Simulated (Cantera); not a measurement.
Input: 1 mol Si3N4, 0.21 mol N2O, 890 mol N2, held at 1.20 Pa.

Method: chemical equilibrium by Gibbs-energy minimisation in Cantera with the NASA 1993 tables (ideal gas, pure condensed phases). Candidate condensed phases: Si, SiO2, Si2N2O, Si3N4; 16 gas species. Mutual solubility and eutectic melting of coexisting phases are not modelled. The tables' values for SiN are old estimates; treat these amounts as uncertain. The numbers say what is thermodynamically allowed, not how fast it happens.

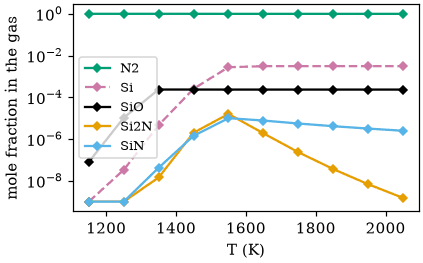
Fig. 1. Equilibrium gas composition (values under 1e-9 drawn at 1e-9)

**Question.** Read off the mole fractions at 1350 K.

**Answer.** N2 about 1.00, SiO about 0.00024, Si about 4.6e-6, SiN about 4.2e-8, Si2N about 1.4e-8.
